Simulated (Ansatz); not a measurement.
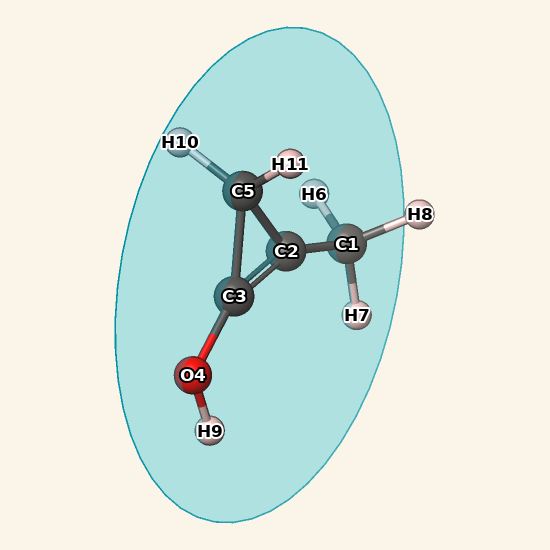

A disc through the centre of mass is drawn in. Atoms fade into the background with distance from the viewer. The geometry was computed by an optimisation with PBE-D4/def2-SVP. No frequency run is at hand to confirm it as a minimum.

Question: Is the plane of the disc a mirror plane of the structure?

Answer: Yes. The reflection leaves C1, C2, C3, O4, C5, H7, H9 in place and moves H6 ↔ H8; H10 ↔ H11. The point group is Cs.
